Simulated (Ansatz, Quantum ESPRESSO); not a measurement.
# F-SiC-F chair, 1 layer: response to a perpendicular field, part 3 of 6

Aim: how F-SiC-F chair, 1 layer screens a field along its normal, and what the field does to its bands.

Quantum ESPRESSO 7.5; plane-wave DFT, RPBE, GBRV ultrasoft pseudopotentials made under PBE; geometry and cross-check by Ansatz 0.2.0 with PAW datasets.

So far. Step 3 (Ground state: no field): The run needed 11 iterations to bring the estimated error under 1e-09 Ry; the largest force on any atom, held or free, is 0.32 eV/Å. Step 4 (Potential by pp.x): The vacuum is flat to 0.1 meV/Å, so its level is well defined. Inside the slab the curve depends on the local part of the pseudopotentials; only the vacuum level has a meaning of its own.

## Step 5: Bands along a path: no field

A bands run reads the converged density and follows the path given under K_POINTS.

The input, f0.bands.in:

```
&control
  prefix = 'f0.bands'
  outdir = './out'
  pseudo_dir = './pseudo'
  calculation = 'bands'
  tefield = .true.
  dipfield = .true.
/
&system
  ibrav = 0
  nat = 4
  ntyp = 3
  ecutwfc = 40
  ecutrho = 200
  input_dft = 'rpbe'
  occupations = 'smearing'
  smearing = 'fd'
  degauss = 0.004
  edir = 3
  emaxpos = 0.97
  eopreg = 0.04
  eamp = 0.0
  nbnd = 17
/
&electrons
  conv_thr = 1e-07
  mixing_beta = 0.4
  electron_maxstep = 120
  mixing_mode = 'local-TF'
/
ATOMIC_SPECIES
  F   18.9984  f_pbe_v1.4.uspp.F.UPF
  C   12.0110  c_pbe_v1.2.uspp.F.UPF
  Si  28.0850  si_pbe_v1.uspp.F.UPF
CELL_PARAMETERS angstrom
  3.16858324911543 0.00000000000000 0.00000000000000
  -1.58429162455771 2.74407358773980 -0.00000000000000
  0.00000000000000 -0.00000000000000 20.63333333330000
ATOMIC_POSITIONS crystal
  F   0.666666666667 0.333333333333 0.410407102939
  C   0.666666666667 0.333333333333 0.479934719151
  Si  0.333333333333 0.666666666667 0.507506111400
  F   0.333333333333 0.666666666667 0.585189223210
K_POINTS crystal_b
4
  0.0000000000 0.0000000000 0.0000000000 14
  0.5000000000 0.0000000000 0.0000000000 14
  0.3333333333 0.3333333333 0.0000000000 14
  0.0000000000 0.0000000000 0.0000000000 1
```

Run with:

```console
$ cp -r out/f0.save out/f0.bands.save
$ cp out/f0.xml out/f0.bands.xml
$ OMP_NUM_THREADS=1 mpirun -n 4 pw.x -nk 4 -in f0.bands.in > f0.bands.out
```

Output:

```text
[banner, memory and clock lines left out]
Program PWSCF v.7.5 starts

          URL

     Presently no symmetry can be used with electric field

     IMPORTANT: XC functional enforced from input :
     Exchange-correlation= RPBE
                           (   1   4  44   4   0   0   0)
     Any further DFT definition will be discarded
     Please, verify this is what you really want

     Atomic positions and unit cell read from directory:
     ./out/f0.bands.save/

     G-vector sticks info

     bravais-lattice index     =            0
     lattice parameter (alat)  =       5.9878  a.u.
     unit-cell volume          =    1210.6730 (a.u.)^3
     number of atoms/cell      =            4
     number of atomic types    =            3
     number of electrons       =        22.00
     number of Kohn-Sham states=           17
     kinetic-energy cutoff     =      40.0000  Ry
     charge density cutoff     =     200.0000  Ry
     Exchange-correlation= RPBE
                           (   1   4  44   4   0   0   0)

     celldm(1)=   5.987755  celldm(2)=   0.000000  celldm(3)=   0.000000
     celldm(4)=   0.000000  celldm(5)=   0.000000  celldm(6)=   0.000000

     crystal axes: (cart. coord. in units of alat)
               a(1) = (   1.000000   0.000000   0.000000 )
               a(2) = (  -0.500000   0.866025  -0.000000 )
               a(3) = (   0.000000  -0.000000   6.511848 )

     reciprocal axes: (cart. coord. in units 2 pi/alat)
               b(1) = (  1.000000  0.577350  0.000000 )
               b(2) = ( -0.000000  1.154701  0.000000 )
               b(3) = ( -0.000000  0.000000  0.153566 )

     PseudoPot. # 1 for F  read from file:
     ./pseudo/f_pbe_v1.4.uspp.F.UPF
     Pseudo is Ultrasoft, Zval =  7.0
     Generated by new atomic code, or converted to UPF format
     Using radial grid of  799 points,  4 beta functions with:
                l(1) =   0
                l(2) =   0
                l(3) =   1
                l(4) =   1
     Q(r) pseudized with  8 coefficients,  rinner =    0.950   0.950   0.950

     PseudoPot. # 2 for C  read from file:
     ./pseudo/c_pbe_v1.2.uspp.F.UPF
     Pseudo is Ultrasoft + core correction, Zval =  4.0
     Generated by new atomic code, or converted to UPF format
     Using radial grid of  721 points,  4 beta functions with:
                l(1) =   0
                l(2) =   0
                l(3) =   1
                l(4) =   1
     Q(r) pseudized with  8 coefficients,  rinner =    1.100   1.100   1.100

     PseudoPot. # 3 for Si read from file:
     ./pseudo/si_pbe_v1.uspp.F.UPF
     Pseudo is Ultrasoft + core correction, Zval =  4.0
     Generated by new atomic code, or converted to UPF format
     Using radial grid of  899 points,  6 beta functions with:
                l(1) =   0
                l(2) =   0
                l(3) =   1
                l(4) =   1
                l(5) =   2
                l(6) =   2
     Q(r) pseudized with  8 coefficients,  rinner =    0.900   0.900   0.900
                                                       0.900   0.900

     atomic species   valence    mass     pseudopotential
     F                 7.00    18.99840     F ( 1.00)
     C                 4.00    12.01100     C ( 1.00)
     Si                4.00    28.08500     Si( 1.00)

     No symmetry found

   Cartesian axes

     site n.     atom                  positions (alat units)
         1        F      tau(   1) = (   0.5000000   0.2886751   2.6725088  )
         2        C      tau(   2) = (   0.5000000   0.2886751   3.1252621  )
         3        Si     tau(   3) = (  -0.0000000   0.5773503   3.3048028  )
         4        F      tau(   4) = (  -0.0000000   0.5773503   3.8106634  )

     number of k points=    43  Fermi-Dirac smearing, width (Ry)=  0.0040
                       cart. coord. in units 2pi/alat
        k(    1) = (   0.0000000   0.0000000   0.0000000), wk =   0.0465116
        k(    2) = (   0.0357143   0.0206197   0.0000000), wk =   0.0465116
        k(    3) = (   0.0714286   0.0412393   0.0000000), wk =   0.0465116
        k(    4) = (   0.1071429   0.0618590   0.0000000), wk =   0.0465116
        k(    5) = (   0.1428571   0.0824786   0.0000000), wk =   0.0465116
        k(    6) = (   0.1785714   0.1030983   0.0000000), wk =   0.0465116
        k(    7) = (   0.2142857   0.1237179   0.0000000), wk =   0.0465116
        k(    8) = (   0.2500000   0.1443376   0.0000000), wk =   0.0465116
        k(    9) = (   0.2857143   0.1649572   0.0000000), wk =   0.0465116
        k(   10) = (   0.3214286   0.1855769   0.0000000), wk =   0.0465116
        k(   11) = (   0.3571429   0.2061965   0.0000000), wk =   0.0465116
        k(   12) = (   0.3928571   0.2268162   0.0000000), wk =   0.0465116
        k(   13) = (   0.4285714   0.2474358   0.0000000), wk =   0.0465116
        k(   14) = (   0.4642857   0.2680555   0.0000000), wk =   0.0465116
        k(   15) = (   0.5000000   0.2886751   0.0000000), wk =   0.0465116
        k(   16) = (   0.4880952   0.3092948   0.0000000), wk =   0.0465116
        k(   17) = (   0.4761905   0.3299144   0.0000000), wk =   0.0465116
        k(   18) = (   0.4642857   0.3505341   0.0000000), wk =   0.0465116
        k(   19) = (   0.4523810   0.3711537   0.0000000), wk =   0.0465116
        k(   20) = (   0.4404762   0.3917734   0.0000000), wk =   0.0465116
        k(   21) = (   0.4285714   0.4123930   0.0000000), wk =   0.0465116
        k(   22) = (   0.4166667   0.4330127   0.0000000), wk =   0.0465116
        k(   23) = (   0.4047619   0.4536324   0.0000000), wk =   0.0465116
        k(   24) = (   0.3928571   0.4742520   0.0000000), wk =   0.0465116
        k(   25) = (   0.3809524   0.4948717   0.0000000), wk =   0.0465116
        k(   26) = (   0.3690476   0.5154913   0.0000000), wk =   0.0465116
        k(   27) = (   0.3571429   0.5361110   0.0000000), wk =   0.0465116
        k(   28) = (   0.3452381   0.5567306   0.0000000), wk =   0.0465116
        k(   29) = (   0.3333333   0.5773503   0.0000000), wk =   0.0465116
        k(   30) = (   0.3095238   0.5361110   0.0000000), wk =   0.0465116
        k(   31) = (   0.2857143   0.4948717   0.0000000), wk =   0.0465116
        k(   32) = (   0.2619048   0.4536324   0.0000000), wk =   0.0465116
        k(   33) = (   0.2380952   0.4123930   0.0000000), wk =   0.0465116
        k(   34) = (   0.2142857   0.3711537   0.0000000), wk =   0.0465116
        k(   35) = (   0.1904762   0.3299144   0.0000000), wk =   0.0465116
        k(   36) = (   0.1666667   0.2886751   0.0000000), wk =   0.0465116
        k(   37) = (   0.1428571   0.2474358   0.0000000), wk =   0.0465116
[...]
4.8792

          k = 0.3214 0.1856 0.0000 (  5156 PWs)   bands (ev):

   -28.4974 -28.3597 -16.1786 -11.9484 -10.6516 -10.0597  -9.2593  -8.7559
    -8.5231  -6.9696  -5.2218  -0.7935   1.1198   3.6643   4.5958   4.7567
     5.2028

          k = 0.3571 0.2062 0.0000 (  5146 PWs)   bands (ev):

   -28.4790 -28.3463 -15.9400 -12.1277 -10.7985 -10.1130  -9.3169  -8.7957
    -8.5419  -7.1746  -5.2967  -0.7239   1.1580   3.6151   4.9875   5.1626
     5.5455

          k = 0.3929 0.2268 0.0000 (  5170 PWs)   bands (ev):

   -28.4636 -28.3352 -15.7058 -12.3507 -10.8843 -10.1567  -9.3645  -8.8283
    -8.5577  -7.3336  -5.3561  -0.6984   1.2600   3.4265   5.4105   5.6296
     5.9479

          k = 0.4286 0.2474 0.0000 (  5160 PWs)   bands (ev):

   -28.4519 -28.3268 -15.4973 -12.5720 -10.9277 -10.1897  -9.4000  -8.8524
    -8.5697  -7.4465  -5.3990  -0.6978   1.3943   3.2039   5.8271   6.1424
     6.3535

          k = 0.4643 0.2681 0.0000 (  5170 PWs)   bands (ev):

   -28.4447 -28.3217 -15.3467 -12.7384 -10.9468 -10.2102  -9.4219  -8.8673
    -8.5772  -7.5139  -5.4249  -0.7047   1.5151   3.0244   6.1117   6.6816
     6.8161

          k = 0.5000 0.2887 0.0000 (  5164 PWs)   bands (ev):

   -28.4422 -28.3199 -15.2906 -12.8010 -10.9521 -10.2172  -9.4293  -8.8723
    -8.5797  -7.5363  -5.4335  -0.7081   1.5658   2.9535   6.2007   6.9010
     7.1046

          k = 0.4881 0.3093 0.0000 (  5166 PWs)   bands (ev):

   -28.4419 -28.3197 -15.2873 -12.7971 -10.9509 -10.2173  -9.4425  -8.8753
    -8.5795  -7.5337  -5.4580  -0.6652   1.5706   2.9622   6.1643   6.8834
     7.1134

          k = 0.4762 0.3299 0.0000 (  5178 PWs)   bands (ev):

   -28.4412 -28.3191 -15.2773 -12.7855 -10.9475 -10.2176  -9.4812  -8.8845
    -8.5787  -7.5261  -5.5276  -0.5402   1.5851   2.9886   6.0584   6.8484
     7.1371

          k = 0.4643 0.3505 0.0000 (  5180 PWs)   bands (ev):

   -28.4399 -28.3181 -15.2609 -12.7665 -10.9420 -10.2186  -9.5438  -8.8994
    -8.5772  -7.5136  -5.6336  -0.3439   1.6092   3.0329   5.8943   6.8159
     7.1744

          k = 0.4524 0.3712 0.0000 (  5194 PWs)   bands (ev):

   -28.4383 -28.3169 -15.2385 -12.7405 -10.9347 -10.2209  -9.6275  -8.9196
    -8.5751  -7.4964  -5.7649  -0.0910   1.6431   3.0956   5.6881   6.7872
     7.2254

          k = 0.4405 0.3918 0.0000 (  5200 PWs)   bands (ev):

   -28.4362 -28.3153 -15.2105 -12.7083 -10.9260 -10.2262  -9.7277  -8.9441
    -8.5722  -7.4749  -5.9102   0.2023   1.6876   3.1777   5.4548   6.7558
     7.2902

          k = 0.4286 0.4124 0.0000 (  5200 PWs)   bands (ev):

   -28.4339 -28.3135 -15.1776 -12.6708 -10.9165 -10.2371  -9.8375  -8.9718
    -8.5686  -7.4496  -6.0605   0.5187   1.7440   3.2799   5.2059   6.7149
     7.3686

          k = 0.4167 0.4330 0.0000 (  5216 PWs)   bands (ev):

   -28.4314 -28.3116 -15.1408 -12.6296 -10.9075 -10.2599  -9.9456  -9.0013
    -8.5646  -7.4208  -6.2086   0.8394   1.8158   3.4020   4.9511   6.6610
     7.4602

          k = 0.4048 0.4536 0.0000 (  5214 PWs)   bands (ev):

   -28.4289 -28.3097 -15.1012 -12.5863 -10.9004 -10.3050 -10.0344  -9.0308
    -8.5603  -7.3893  -6.3492   1.1418   1.9102   3.5406   4.7013   6.5952
     7.5631

          k = 0.3929 0.4743 0.0000 (  5214 PWs)   bands (ev):

   -28.4263 -28.3077 -15.0604 -12.5435 -10.8979 -10.3772 -10.0908  -9.0590
    -8.5559  -7.3559  -6.4785   1.3990   2.0395   3.6789   4.4770   6.5236
     7.6610

          k = 0.3810 0.4949 0.0000 (  5222 PWs)   bands (ev):

   -28.4240 -28.3059 -15.0203 -12.5038 -10.9037 -10.4595 -10.1212  -9.0843
    -8.5518  -7.3218  -6.5931   1.5902   2.2107   3.7557   4.3382   6.4584
     7.6245

          k = 0.3690 0.5155 0.0000 (  5234 PWs)   bands (ev):

   -28.4219 -28.3044 -14.9834 -12.4707 -10.9205 -10.5285 -10.1383  -9.1054
    -8.5483  -7.2891  -6.6898   1.7202   2.4078   3.6773   4.3680   6.4180
     7.4551

          k = 0.3571 0.5361 0.0000 (  5240 PWs)   bands (ev):

   -28.4203 -28.3032 -14.9526 -12.4469 -10.9460 -10.5724 -10.1490  -9.1212
    -8.5455  -7.2611  -6.7642   1.8076   2.6012   3.5046   4.4872   6.4256
     7.2464

          k = 0.3452 0.5567 0.0000 (  5220 PWs)   bands (ev):

   -28.4192 -28.3024 -14.9313 -12.4339 -10.9696 -10.5928 -10.1555  -9.1310
    -8.5436  -7.2421  -6.8113   1.8627   2.7601   3.3370   4.5857   6.4949
     7.0445

          k = 0.3333 0.5774 0.0000 (  5226 PWs)   bands (ev):

   -28.4188 -28.3021 -14.9234 -12.4304 -10.9793 -10.5978 -10.1579  -9.1343
    -8.5430  -7.2358  -6.8271   1.8833   2.8284   3.2609   4.6203   6.5642
     6.9327

          k = 0.3095 0.5361 0.0000 (  5238 PWs)   bands (ev):

   -28.4206 -28.3034 -14.9617 -12.4315 -10.9377 -10.5878 -10.1453  -9.1212
    -8.5455  -7.2499  -6.7743   1.7759   2.7090   3.4469   4.5139   6.3084
     7.2753

          k = 0.2857 0.4949 0.0000 (  5234 PWs)   bands (ev):

   -28.4262 -28.3075 -15.0861 -12.4001 -10.8330 -10.5684 -10.0988  -9.0833
    -8.5521  -7.2566  -6.6500   1.4632   2.6428   3.7071   4.2909   6.0257
     7.1086

          k = 0.2619 0.4536 0.0000 (  5194 PWs)   bands (ev):

   -28.4363 -28.3149 -15.2903 -12.3097 -10.7132 -10.5320 -10.0095  -9.0247
    -8.5599  -7.2249  -6.4842   1.0567   2.6090   3.9403   4.0355   5.8831
     6.4423

          k = 0.2381 0.4124 0.0000 (  5190 PWs)   bands (ev):

   -28.4507 -28.3254 -15.5485 -12.1725 -10.6192 -10.4541  -9.8788  -8.9511
    -8.5652  -7.1448  -6.2870   0.6312   2.5358   3.7676   4.1468   5.7938
     5.8572

          k = 0.2143 0.3712 0.0000 (  5166 PWs)   bands (ev):

   -28.4693 -28.3389 -15.8316 -12.0216 -10.5280 -10.3493  -9.7190  -8.8687
    -8.5640  -7.0125  -6.0630   0.2126   2.4219   3.4881   4.3161   5.2277
     5.3462

          k = 0.1905 0.3299 0.0000 (  5168 PWs)   bands (ev):

   -28.4911 -28.3549 -16.1166 -11.8923 -10.3932 -10.2449  -9.5482  -8.7844
    -8.5542  -6.8261  -5.8176  -0.1898   2.3007   3.1995   4.3107   4.7482
     4.9292

          k = 0.1667 0.2887 0.0000 (  5172 PWs)   bands (ev):

   -28.5153 -28.3726 -16.3879 -11.8060 -10.2013 -10.1445  -9.3823  -8.7045
    -8.5351  -6.5843  -5.5594  -0.5724   2.2071   2.9095   3.9991   4.3149
     4.6043

          k = 0.1429 0.2474 0.0000 (  5166 PWs)   bands (ev):

   -28.5404 -28.3910 -16.6351 -11.7632 -10.0697  -9.9434  -9.2308  -8.6327
    -8.5082  -6.2888  -5.3009  -0.9334   2.1633   2.6280   3.6208   3.9321
     4.2257

          k = 0.1190 0.2062 0.0000 (  5150 PWs)   bands (ev):

   -28.5649 -28.4090 -16.8517 -11.7516  -9.9950  -9.6719  -9.0988  -8.5701
    -8.4774  -5.9461  -5.0572  -1.2713   2.1547   2.3886   3.2786   3.6087
     3.8819

          k = 0.0952 0.1650 0.0000 (  5150 PWs)   bands (ev):

   -28.5875 -28.4257 -17.0332 -11.7577  -9.9352  -9.4013  -8.9889  -8.5154
    -8.4475  -5.5693  -4.8431  -1.5839   2.0133   2.3639   2.9911   3.3442
     3.5957

          k = 0.0714 0.1237 0.0000 (  5144 PWs)   bands (ev):

   -28.6067 -28.4399 -17.1768 -11.7710  -9.8898  -9.1579  -8.9030  -8.4680
    -8.4229  -5.1815  -4.6701  -1.8668   1.7809   2.5002   2.7627   3.1378
     3.3693

          k = 0.0476 0.0825 0.0000 (  5100 PWs)   bands (ev):

   -28.6213 -28.4507 -17.2805 -11.7846  -9.8584  -8.9639  -8.8420  -8.4293
    -8.4058  -4.8213  -4.5450  -2.1099   1.5634   2.5919   2.6701   2.9908
     3.1823

          k = 0.0238 0.0412 0.0000 (  5108 PWs)   bands (ev):

   -28.6305 -28.4575 -17.3431 -11.7944  -9.8401  -8.8381  -8.8061  -8.4035
    -8.3968  -4.5498  -4.4700  -2.2882   1.4018   2.4876   2.7985   2.9114
     2.9858

          k = 0.0000 0.0000 0.0000 (  5107 PWs)   bands (ev):

   -28.6336 -28.4599 -17.3641 -11.7979  -9.8342  -8.7942  -8.7942  -8.3942
    -8.3942  -4.4451  -4.4451  -2.3571   1.3407   2.4510   2.8277   2.9077
     2.9077

     XML data file, pseudopotentials, collected wavefunctions

                                        0.00s GPU  (     569 calls)

Note: The following floating-point exceptions are signalling: IEEE_UNDERFLOW_FLAG
Note: The following floating-point exceptions are signalling: IEEE_UNDERFLOW_FLAG
Note: The following floating-point exceptions are signalling: IEEE_UNDERFLOW_FLAG
Note: The following floating-point exceptions are signalling: IEEE_UNDERFLOW_FLAG
[key lines of the parts left out:]
Dipole field         -0.0001 Ry au,
```

Wall time 11 s (4 MPI ranks of Arm Neoverse V2, shared host); peak memory 0.29 GiB; 42 s of CPU time.

Band numbers count within the set of bands kept for display. The electronic bands at the labelled points (eV, zero at the highest filled level of the SCF mesh; v1 is the highest filled band, c1 the lowest empty one):

```
point     v4     v3     v2     v1    c1    c2    c3
    Γ  -3.95  -3.95   0.00   0.00  2.09  5.79  6.90
    M  -4.43  -4.13  -3.09  -0.99  3.74  6.01  7.40
    K  -4.69  -4.10  -2.79  -2.38  6.33  7.27  7.71
    Γ  -3.95  -3.95   0.00   0.00  2.09  5.79  6.90
```

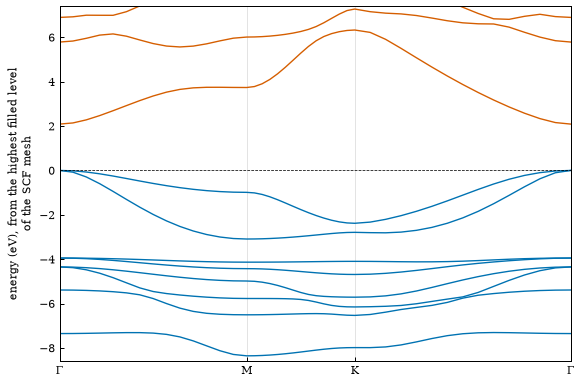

Electronic bands along the path; lines of filled and empty bands in two colours.

Along this path the valence top lies at Γ and the conduction bottom at Γ.

## Step 6: Self-consistent run: field 0.1 V/Å

eamp is the field in Hartree atomic units (1 a.u. = 51.42 V/Å). With dipfield on, it is the field in the vacuum beside an isolated sheet. The run starts from the density of the one before.

The input, f1.in:

```
&control
  prefix = 'f1'
  outdir = './out'
  pseudo_dir = './pseudo'
  calculation = 'scf'
  tprnfor = .true.
  tefield = .true.
  dipfield = .true.
/
&system
  ibrav = 0
  nat = 4
  ntyp = 3
  ecutwfc = 40
  ecutrho = 200
  input_dft = 'rpbe'
  occupations = 'smearing'
  smearing = 'fd'
  degauss = 0.004
  edir = 3
  emaxpos = 0.97
  eopreg = 0.04
  eamp = 0.00194469
/
&electrons
  conv_thr = 1e-09
  mixing_beta = 0.4
  electron_maxstep = 120
  mixing_mode = 'plain'
  startingpot = 'file'
/
ATOMIC_SPECIES
  F   18.9984  f_pbe_v1.4.uspp.F.UPF
  C   12.0110  c_pbe_v1.2.uspp.F.UPF
  Si  28.0850  si_pbe_v1.uspp.F.UPF
CELL_PARAMETERS angstrom
  3.16858324911543 0.00000000000000 0.00000000000000
  -1.58429162455771 2.74407358773980 -0.00000000000000
  0.00000000000000 -0.00000000000000 20.63333333330000
ATOMIC_POSITIONS crystal
  F   0.666666666667 0.333333333333 0.410407102939
  C   0.666666666667 0.333333333333 0.479934719151
  Si  0.333333333333 0.666666666667 0.507506111400
  F   0.333333333333 0.666666666667 0.585189223210
K_POINTS automatic
  12 12 1 0 0 0
```

Run with:

```console
$ cp -r out/f0.save out/f1.save
$ OMP_NUM_THREADS=1 mpirun -n 4 pw.x -nk 4 -in f1.in > f1.out
```

Output:

```text
[banner, memory and clock lines left out]
Program PWSCF v.7.5 starts
[...]
number of electrons       =        22.00
     number of Kohn-Sham states=           15
     kinetic-energy cutoff     =      40.0000  Ry
     charge density cutoff     =     200.0000  Ry
[...]
number of k points=    74  Fermi-Dirac smearing, width (Ry)=  0.0040
[...]
Dense  grid:    58021 G-vectors     FFT dimensions: (  27,  27, 180)
[...]
The initial density is read from file :
[...]
negative rho (up, down):  6.488E-04 0.000E+00
[...]
Starting wfcs are   16 randomized atomic wfcs
[...]
negative rho (up, down):  6.484E-04 0.000E+00
[...]
estimated scf accuracy    <       0.00068237 Ry
[...]
negative rho (up, down):  6.486E-04 0.000E+00
[...]
estimated scf accuracy    <       0.00041802 Ry
[...]
negative rho (up, down):  6.487E-04 0.000E+00
[...]
estimated scf accuracy    <       0.00000127 Ry
[...]
negative rho (up, down):  6.486E-04 0.000E+00
[...]
estimated scf accuracy    <       0.00000038 Ry
[...]
negative rho (up, down):  6.486E-04 0.000E+00
[...]
estimated scf accuracy    <       0.00000002 Ry
[...]
negative rho (up, down):  6.486E-04 0.000E+00
[...]
estimated scf accuracy    <          3.4E-09 Ry
[...]
negative rho (up, down):  6.486E-04 0.000E+00
[...]
Computed dipole along edir(3) :
        Dipole                0.0209 Ry au,          0.0530 Debye
        Dipole field          0.0002 Ry au,
        E field amplitude [Ha a.u.]:  1.9447E-03
        Potential amp.        0.1294 Ry
        Total length         37.4317 bohr
[...]
the Fermi energy is    -3.3891 ev
!    total energy              =    -118.50474706 Ry
     estimated scf accuracy    <          1.4E-10 Ry
     smearing contrib. (-TS)   =      -0.00000000 Ry
     internal energy E=F+TS    =    -118.50474706 Ry
[...]
one-electron contribution =    -766.86862878 Ry
     hartree contribution      =     388.96354413 Ry
     xc contribution           =     -26.81997601 Ry
     ewald contribution        =     286.22039022 Ry
     electric field correction =      -0.00007662 Ry
     convergence has been achieved in   7 iterations
     negative rho (up, down):  6.486E-04 0.000E+00
[...]
Total force =     0.018766     Total SCF correction =     0.000030
[...]
```

The job ended after 17 s (4 MPI ranks; peak memory 0.41 GiB; 68 s of CPU time).

Numbers from this step:

| Quantity | Value |
| --- | --- |
| free energy | -1612.3392 eV |
| Fermi energy | -3.389 eV |
| dipole along the normal | 0.01103 e·Å |
| valence top, on the run's zero | -4.448 eV |
| conduction bottom, on the run's zero | -2.358 eV |
| gap by band count | 2.090 eV |

The dipole goes from -0.0053 to 0.0110 e Å, 0.1636 e Å per V/Å.

## Step 7: Electrostatic potential

The input, f1.pot.in:

```
&inputpp
  prefix = 'f1'
  outdir = './out'
  filplot = 'f1.pot.dat'
  plot_num = 11
/
```

Run with:

```console
$ OMP_NUM_THREADS=1 mpirun -n 4 pp.x -in f1.pot.in > f1.pot.out
```

It took 0.85 s on 4 MPI ranks; peak memory 0.1 GiB.

Numbers from this step:

* slope of the potential above: 0.1000 eV/Å
* upper vacuum line continued to the top atoms, over the valence top: 7.636 eV
* slope of the potential below: 0.09998 eV/Å
* lower vacuum line continued to the bottom atoms, over the valence top: 7.505 eV

The slope in the vacuum is 0.100 eV/Å for an applied 0.10 V/Å, as it should be.

(Part 3 of 6 ends here.)

[Logs are printed without paths, hosts, clocks, repeated set-up lines and the standing remarks that a program may print on its own settings, such as how far it seeks lower states.]

[Hosts, paths, dates, database ids (printed as entryN), source tags and the programs' standing remarks are cut or masked in the printed files.]

[Maps of the electrostatic potential energy from Ansatz leave out the sawtooth potential of an applied field or a dipole correction, so their vacuum need not be flat; planar profiles and work functions include it.]
